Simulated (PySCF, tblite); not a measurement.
# C₅H₁₁BOSi: geometry, infrared bands and NMR shifts

What infrared bands and NMR shifts should C₅H₁₁BOSi (`B[C@@H]1CC2(COC2)[SiH2]1`) show?

Programs: tblite 0.8.0 and PySCF 2.14.0, with density-fitted response routines of our own. Each step states its level of theory. These are calculated values for one molecule in the gas phase, unless marked as measured. Atoms count from 0, in the outputs and in this text.

## 1. The molecule as given

19 atoms, charge 0, multiplicity 1; geometry from: force field or distance geometry start.

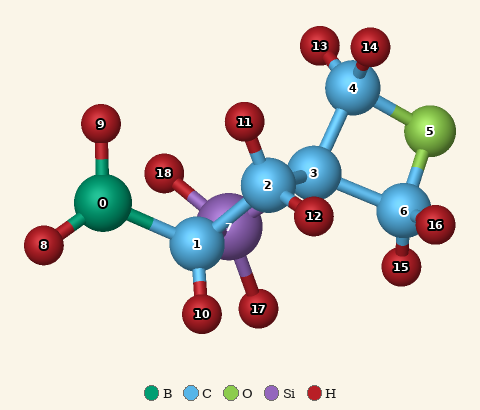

As it starts; boron teal, carbon blue, oxygen green, silicon purple, hydrogen red, atoms numbered.

## 2. Relaxing the molecule with GFN2-xTB

Job settings and geometry (Å):

```
{"job": {"kind": "relax", "xc": "GFN2-xTB", "basis": "xTB"}, "charge": 0, "multiplicity": 1}
B      2.677300     0.419200     0.007200
C      1.376900    -0.375200    -0.454200
C      0.290900     0.591000    -0.781100
C     -0.706900     0.023100     0.144600
C     -1.631200     0.875800     0.912100
O     -2.700200     0.029600     0.572600
C     -1.926400    -0.638600    -0.389300
Si     0.441600    -1.122100     0.978600
H      3.761400     0.149600    -0.373800
H      2.474000     1.477100     0.528400
H      1.599100    -1.126100    -1.225300
H      0.523700     1.638000    -0.528800
H     -0.085800     0.543100    -1.828500
H     -1.465200     1.058900     1.968700
H     -1.797700     1.860000     0.386000
H     -1.881300    -1.735200    -0.204700
H     -2.106800    -0.343100    -1.423700
H      0.118300    -2.555500     0.788000
H      1.028400    -0.760200     2.255500
```

The run is started by

```console
$ OMP_NUM_THREADS=1 python probes_run.py task.json out
```

One launch serves the whole session: the jobs run in the order shown.

Output:

```text
step      E/eV     max force
  0    -632.64092    3.787
  1    -632.98532    1.149
  2    -633.10319    0.773
  3    -633.21640    0.739
  4    -633.28070    0.729
  5    -633.33818    0.500
  6    -633.37609    0.484
  7    -633.40657    0.418
  8    -633.43083    0.373
  9    -633.45036    0.304
 10    -633.46515    0.272
 11    -633.47527    0.225
 12    -633.48258    0.216
 13    -633.48989    0.232
 14    -633.49776    0.231
 15    -633.50610    0.259
 16    -633.51484    0.264
 17    -633.52363    0.281
 18    -633.53201    0.230
 19    -633.53877    0.201
 20    -633.54330    0.175
 21    -633.54666    0.133
 22    -633.54977    0.159
 23    -633.55273    0.117
 24    -633.55539    0.111
 25    -633.55770    0.119
 26    -633.56015    0.127
 27    -633.56319    0.132
 28    -633.56650    0.118
 29    -633.56925    0.103
 30    -633.57116    0.094
 31    -633.57266    0.089
 32    -633.57402    0.090
 33    -633.57518    0.080
 34    -633.57613    0.066
 35    -633.57702    0.074
 36    -633.57793    0.082
 37    -633.57871    0.061
 38    -633.57928    0.045
 39    -633.57970    0.047
 40    -633.58004    0.052
 41    -633.58027    0.038
 42    -633.58041    0.029
 43    -633.58050    0.030
 44    -633.58062    0.033
 45    -633.58078    0.034
 46    -633.58090    0.023
 47    -633.58099    0.019
 48    -633.58105    0.017
 49    -633.58112    0.023
 50    -633.58120    0.025
 51    -633.58129    0.024
 52    -633.58136    0.018
 53    -633.58141    0.017
 54    -633.58145    0.017
 55    -633.58149    0.018
 56    -633.58151    0.011
 57    -633.58153    0.009
```

Wall time 0.75 s (1 thread of Intel Xeon Platinum 8259CL at 2.50GHz, shared host); peak memory 0.18 GiB.

Step by step: (not every step is listed)

```csv
step,energy from step 0 (eV),largest force (eV/Å)
0,0.0000,3.7874
1,-0.3444,1.1490
2,-0.4623,0.7729
3,-0.5755,0.7388
4,-0.6398,0.7288
5,-0.6973,0.4998
6,-0.7352,0.4843
7,-0.7656,0.4176
8,-0.7899,0.3735
12,-0.8417,0.2156
16,-0.8739,0.2642
20,-0.9024,0.1748
24,-0.9145,0.1107
28,-0.9256,0.1177
32,-0.9331,0.0902
36,-0.9370,0.0816
40,-0.9391,0.0516
44,-0.9397,0.0328
48,-0.9401,0.0169
52,-0.9404,0.0181
53,-0.9405,0.0169
54,-0.9405,0.0174
55,-0.9406,0.0179
56,-0.9406,0.0114
57,-0.9406,0.0093
```

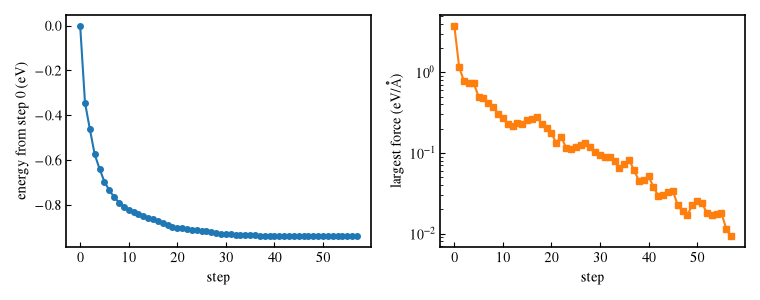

Energy and force, step by step.

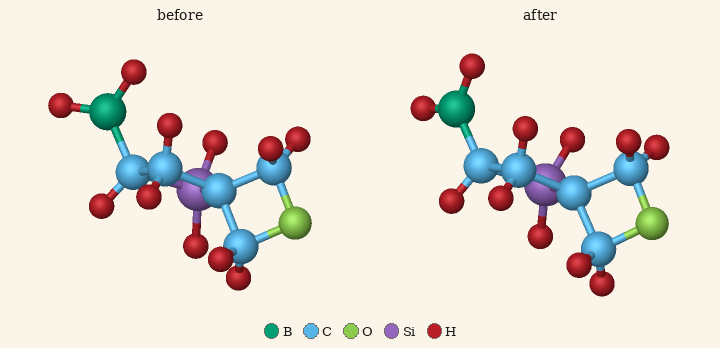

Before and after, at one scale.

Distances of close pairs at the start and the end, largest changes first:

```csv
bond,before (Å),after (Å),change (Å)
C3–Si7,1.824,1.912,+0.088
C1–Si7,1.867,1.943,+0.076
C2–C3,1.475,1.538,+0.063
C3–C4,1.473,1.533,+0.060
B0–C1,1.592,1.535,-0.057
C1–C2,1.490,1.544,+0.054
C3–C6,1.487,1.535,+0.048
C4–H14,1.128,1.096,-0.032
```

The end geometry stands in the next job.

## 3. Infrared spectrum with GFN2-xTB

Job settings and geometry (Å):

```
{"job": {"kind": "ir", "xc": "GFN2-xTB", "basis": "xTB"}, "charge": 0, "multiplicity": 1}
B      2.798130     0.438449    -0.039586
C      1.509189    -0.221707    -0.547809
C      0.240650     0.604860    -0.851276
C     -0.756344    -0.027906     0.134303
C     -1.705572     0.869312     0.937099
O     -2.845646     0.134093     0.492531
C     -2.053611    -0.652945    -0.396004
Si     0.614957    -1.083312     0.946628
H      3.779861    -0.196083     0.033938
H      2.799651     1.550108     0.328094
H      1.671174    -0.984597    -1.309819
H      0.391135     1.661155    -0.628341
H     -0.080162     0.519864    -1.890277
H     -1.604572     0.847463     2.026059
H     -1.743047     1.910816     0.596531
H     -2.194002    -1.724304    -0.225441
H     -2.276885    -0.420669    -1.444308
H      0.472341    -2.537833     0.864286
H      0.972948    -0.677513     2.305817
```

Output:

```text
mode    cm-1     km/mol
  1      29.7      1.67
  2      88.4      8.55
  3     151.6      0.61
  4     202.2      0.18
  5     282.2      0.70
  6     292.8      0.52
  7     329.7      1.37
  8     352.4      3.31
  9     409.8     11.26
 10     464.8      6.88
 11     473.4     43.87
 12     564.1     15.17
 13     621.3    152.07
 14     670.7    134.69
 15     772.0    200.87
 16     797.8     19.92
 17     800.2      8.84
 18     827.7    187.35
 19     871.2      7.99
 20     913.1     26.54
 21     934.9     33.37
 22     954.5     57.95
 23    1005.0     44.42
 24    1030.8     35.33
 25    1067.8     81.91
 26    1079.2      3.27
 27    1110.4      2.48
 28    1111.5      2.36
 29    1121.7     15.83
 30    1159.4      1.20
 31    1179.8      0.83
 32    1195.9     23.90
 33    1206.4     60.18
 34    1255.9      0.78
 35    1268.9     21.83
 36    1293.6      3.77
 37    1301.3     34.66
 38    1476.4      1.95
 39    1479.8      1.58
 40    1487.0      0.45
 41    2261.1    439.01
 42    2276.4    189.01
 43    2621.8    144.49
 44    2649.7    151.37
 45    2890.2     48.49
 46    2894.2     58.66
 47    2932.9     39.71
 48    2934.1     65.41
 49    2962.7     17.24
 50    2980.1     66.35
 51    2994.8     37.34
```

It took 1.3 s on 1 thread of Intel Xeon Platinum 8259CL at 2.50GHz, shared host; peak memory 0.18 GiB.

Which atoms move in the most intense modes:

```csv
cm⁻¹,km/mol,atoms
621,152.1,"H18 42 %, H17 31 %, C1 12 %"
671,134.7,"C1 40 %, Si7 25 %"
772,200.9,"H18 45 %, H17 44 %"
828,187.3,"H9 32 %, H8 30 %, B0 24 %"
2261,439.0,"H17 77 %, H18 19 %"
2276,189.0,"H18 78 %, H17 20 %"
2622,144.5,"H8 50 %, H9 46 %"
2650,151.4,"H9 46 %, H8 42 %, B0 11 %"
```

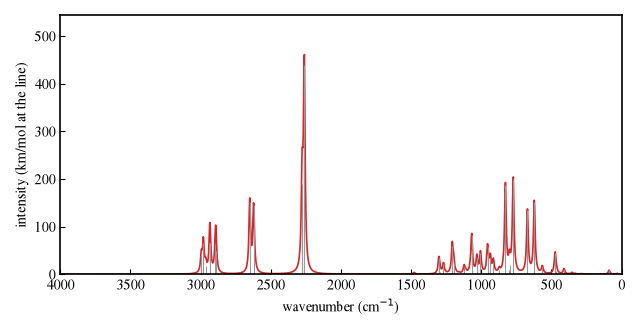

The infrared spectrum from these modes, unscaled. Lines are broadened to a width of 14 cm⁻¹ (Lorentzian).

## 4. NMR shieldings: PBE0/pcSseg-1

Same as in step 3 but for these lines:

```diff
@@ -1,2 +1,2 @@
-{"job": {"kind": "ir", "xc": "GFN2-xTB", "basis": "xTB"}, "charge": 0, "multiplicity": 1}
+{"job": {"kind": "nmr", "xc": "PBE0", "basis": "pcSseg-1"}, "charge": 0, "multiplicity": 1}
 B      2.798130     0.438449    -0.039586
```

With the program's defaults for keys left out, this is: GIAO PBE0/pcSseg-1 NMR shielding, non-relativistic, gas phase.

Output:

```text
coarse grid: 16048 points
cycle   1  E = -585.9580972061  dE =  1.018e+00  |g| = 6.390e-01  |ddm| = 3.887e+00
cycle   2  E = -585.8750461263  dE =  8.305e-02  |g| = 9.236e-01  |ddm| = 1.391e+00
cycle   3  E = -586.0462437260  dE = -1.712e-01  |g| = 7.747e-02  |ddm| = 8.727e-01
cycle   4  E = -586.0471363876  dE = -8.927e-04  |g| = 3.650e-02  |ddm| = 8.330e-02
cycle   5  E = -586.0474508326  dE = -3.144e-04  |g| = 9.931e-03  |ddm| = 4.469e-02
cycle   6  E = -586.0474726421  dE = -2.181e-05  |g| = 3.275e-03  |ddm| = 1.280e-02
cycle   7  E = -586.0474754427  dE = -2.801e-06  |g| = 3.835e-04  |ddm| = 3.577e-03
final grid: 149480 points
cycle   8  E = -586.1059638524  dE = -3.536e-05  |g| = 1.206e-02  |ddm| = 3.402e-02
cycle   9  E = -586.1059290157  dE =  3.484e-05  |g| = 1.805e-02  |ddm| = 2.196e-02
cycle  10  E = -586.1059940372  dE = -6.502e-05  |g| = 1.403e-03  |ddm| = 1.349e-02
cycle  11  E = -586.1059944691  dE = -4.320e-07  |g| = 2.291e-04  |ddm| = 1.388e-03
cycle  12  E = -586.1059944801  dE = -1.092e-08  |g| = 6.554e-05  |ddm| = 2.824e-04
cycle  13  E = -586.1059944810  dE = -9.809e-10  |g| = 2.380e-05  |ddm| = 8.731e-05
converged SCF energy = -586.1059944810

GIAO shielding tensors (ppm)
atom      isotropic    diamagn.    paramagn.     s11        s22        s33       span
  0 B       26.240     191.044    -164.804    -46.270     -0.236    125.226    171.496
  1 C      147.043     258.320    -111.277     95.148    163.500    182.480     87.332
  2 C      141.222     247.504    -106.282    126.466    133.066    164.134     37.668
  3 C      155.196     249.084     -93.888    141.411    157.125    167.052     25.641
  4 C      101.180     246.589    -145.409     76.915     81.623    145.002     68.087
  5 O      328.491     398.667     -70.176    255.431    362.441    367.599    112.168
  6 C      100.221     246.516    -146.295     76.490     82.507    141.666     65.176
  7 Si     379.182     881.135    -501.952    331.373    367.498    438.676    107.303
  8 H       24.864      28.868      -4.004     18.756     27.134     28.703      9.947
  9 H       24.696      29.658      -4.962     17.436     27.269     29.383     11.947
 10 H       28.335      31.603      -3.268     24.677     27.556     32.771      8.094
 11 H       28.840      32.770      -3.929     25.575     27.958     32.986      7.411
 12 H       28.929      32.167      -3.238     25.494     28.047     33.246      7.752
 13 H       26.887      30.134      -3.247     24.020     26.620     30.020      6.000
 14 H       26.883      30.474      -3.591     23.708     27.218     29.722      6.014
 15 H       26.676      30.021      -3.344     23.891     26.372     29.766      5.874
 16 H       26.829      30.481      -3.653     23.785     27.117     29.583      5.798
 17 H       26.840      29.982      -3.142     24.079     24.736     31.705      7.626
 18 H       27.122      30.021      -2.899     24.802     25.356     31.208      6.407
```

Run time: 58 s. Hardware: 1 thread of Intel Xeon Platinum 8259CL at 2.50GHz, shared host; peak memory 0.88 GiB.

Shifts follow as δ = σ(reference) − σ, with reference shieldings (ppm) from runs at the same level and on the same kind of geometry: 1H TMS 31.72, 13C TMS 186.9, 29Si TMS 349.2, 17O H2O 336.1, 11B BF3·OEt2 100.1. The references are single molecules in the gas phase, so shifts against H2O, NH3, PH3, H3PO4 or CFCl3 are not on the usual liquid scales and can be off by tens of ppm. Atoms listed in one row are averaged.

```csv
atoms,environment,σ (ppm),δ (ppm),δ scaled to CDCl3
C6,sp3 CH2 bonded to O,100.2,86.7,82.7
C4,sp3 CH2 bonded to O,101.2,85.7,81.8
C2,sp3 CH2 in a ring,141.2,45.7,42.7
C1,sp3 CH bonded to B and Si,147.0,39.9,37.0
C3,fully substituted sp3 carbon bonded to Si,155.2,31.7,29.1
"H8, H9",hydrogen on a boron bonded to C,24.78,6.94,–
H15,hydrogen on an sp3 CH2 bonded to O,26.68,5.04,4.86
H16,hydrogen on an sp3 CH2 bonded to O,26.83,4.89,4.71
H17,"hydrogen on a silicon bonded to 2 C, in a 4-membered ring",26.84,4.88,–
H14,hydrogen on an sp3 CH2 bonded to O,26.88,4.83,4.66
H13,hydrogen on an sp3 CH2 bonded to O,26.89,4.83,4.66
H18,"hydrogen on a silicon bonded to 2 C, in a 4-membered ring",27.12,4.59,–
H10,hydrogen on an sp3 CH bonded to B and Si,28.33,3.38,3.29
H11,hydrogen on an sp3 CH2 in a ring,28.84,2.88,2.82
H12,hydrogen on an sp3 CH2 in a ring,28.93,2.79,2.73
B0,"boron bonded to C, 2 H",26.2,73.8,–
O5,ether oxygen,328.5,7.6,–
Si7,"silicon bonded to 2 C, 2 H, in a 4-membered ring",379.2,-30.0,–
```

The scaled column applies a straight-line fit of computed shieldings to shifts measured in CDCl3 (root-mean-square error 0.16 ppm for H, 1.9 ppm for C).

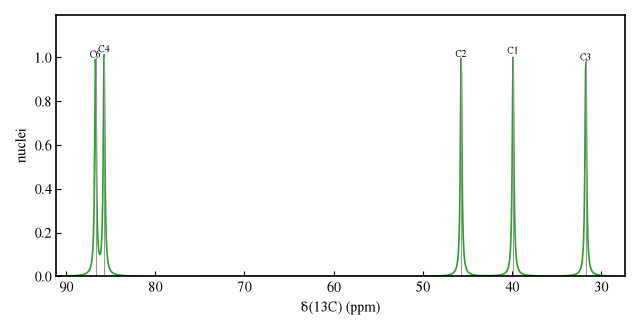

13C lines at the computed shifts, without couplings. Lines are broadened to a width of 0.22 ppm (Lorentzian).

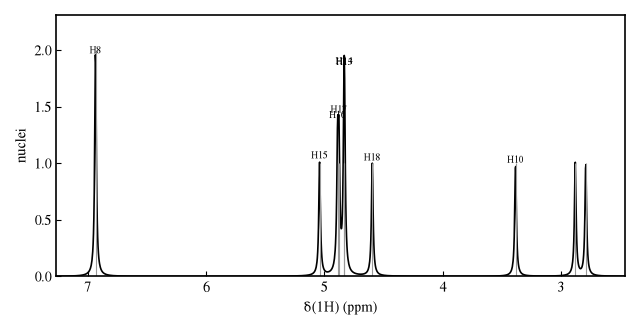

1H lines at the computed shifts, without couplings. Lines are broadened to a width of 0.02 ppm (Lorentzian).

Charges from the same density, by scheme (e):

```csv
atoms,Mulliken,IAO,Hirshfeld,ESP fit
B0,0.19,-0.01,0.11,0.29
C1,-0.70,-0.48,-0.17,-0.25
C2,0.01,-0.25,-0.07,-0.23
C3,-0.83,-0.26,-0.07,-0.07
C4,0.24,-0.04,0.00,0.23
O5,-0.51,-0.43,-0.18,-0.47
C6,0.24,-0.03,0.00,0.25
Si7,0.68,0.75,0.37,0.37
```

IAO charges:

B0 -0.01; C1 -0.48; C2 -0.25; C3 -0.26; C4 -0.04; O5 -0.43; C6 -0.03; Si7 0.75; H8 0.01; H9 0.00; H10 0.16; H11 0.14; H12 0.14; H13 0.13; H14 0.13; H15 0.13; H16 0.13; H17 -0.11; H18 -0.11

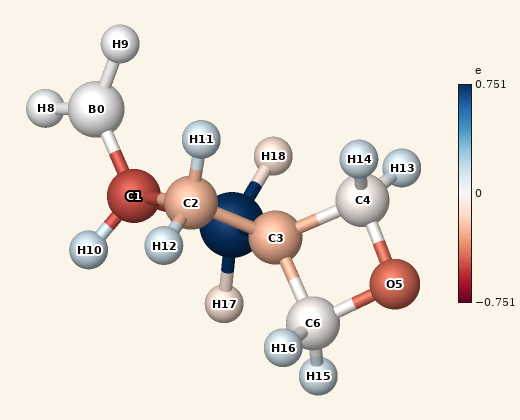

IAO charges, as colours on the atoms.

Mayer bond orders: B0–C1 1.06, C1–C2 0.98, C2–C3 0.95, C3–C4 1.00, C4–O5 0.93, O5–C6 0.94, C3–Si7 0.84, Si7–C1 0.85, C6–C3 1.00.

Ring of atoms C1, C2, C3, Si7: NICS(0) -1.7, NICS(1) -1.0, NICS(1)zz 5.4 ppm (means of both faces).

Ring of atoms C3, C4, O5, C6: NICS(0) 0.6, NICS(1) 1.5, NICS(1)zz 5.2 ppm (means of both faces).

Orbitals, density, ELF and potential are computed afterwards from the orbital file.

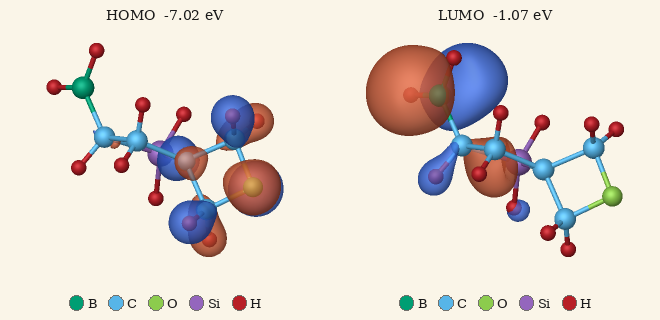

PBE0/pcSseg-1 orbitals near the gap, drawn at the value that encloses 70 % of each; the two colours are the two signs.

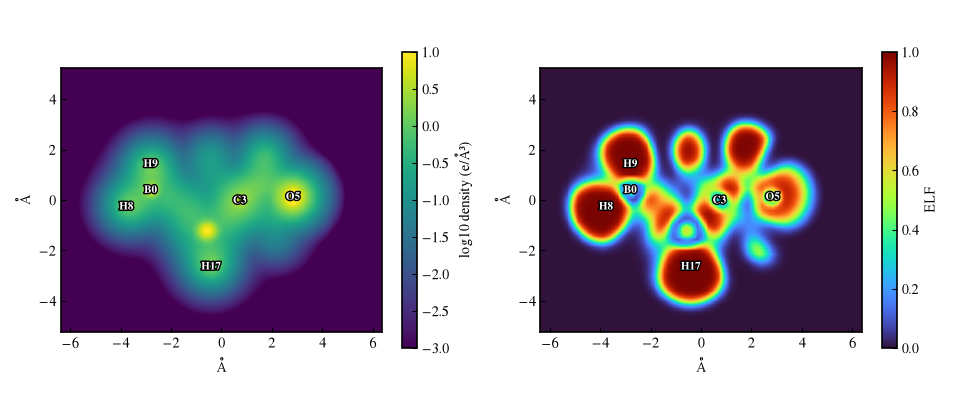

Density (left) and ELF (right) in a plane through or near 6 of the atoms.

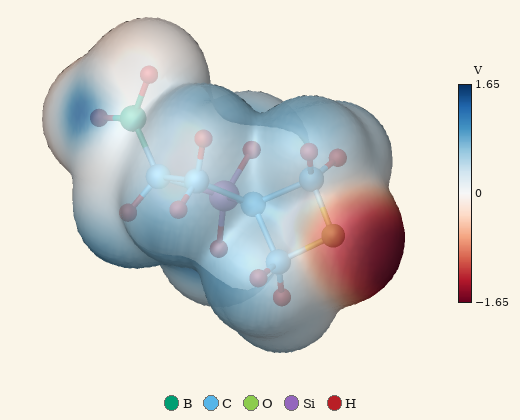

Electrostatic potential on the surface of density 0.002 e/bohr³; red is low, blue high. It runs from -1.65 V near O5 to 1.27 V near Si7.

## 5. What came out

| quantity | value |
| --- | --- |
| strongest single infrared mode (GFN2-xTB) | 2261 cm⁻¹, 439 km/mol |
| zero-point energy (GFN2-xTB) | 91.5 kcal/mol |
| 13C shifts against TMS (PBE0/pcSseg-1) | 86.7, 85.7, 45.7, 39.9, 31.7 ppm |
| 1H shifts against TMS (PBE0/pcSseg-1, means over atoms taken as alike) | 6.94, 5.04, 4.89, 4.88, 4.83, 4.83, 4.59, 3.38, 2.88, 2.79 ppm |
| 11B shifts against BF3·OEt2 (PBE0/pcSseg-1) | 73.8 ppm |
| 17O shifts against H2O (PBE0/pcSseg-1) | 7.6 ppm |
| 29Si shifts against TMS (PBE0/pcSseg-1) | -30.0 ppm |
| surface potential, least and greatest | -1.65 V and 1.27 V |

The optimisation took 57 steps and gained 0.941 eV; among the close pairs (by a distance rule), C3–Si7 changed most, from 1.824 to 1.912 Å. No mode is imaginary among the 51: a minimum at this level. The strongest single mode, at 2261 cm⁻¹, moves mainly H17. Unscaled tight-binding wavenumbers are off by several per cent, some by more. Its intensities can rank the bands wrongly. At PBE0/pcSseg-1: Shielding is most anisotropic at B0 (span 171 ppm, paramagnetic term -165 ppm). At PBE0/pcSseg-1, counted by nearest atom on the grid, the HOMO lies on O5 48 %; H14, H16 about 8 % each, the LUMO on B0 47 %; H8, H9 about 14 % each.
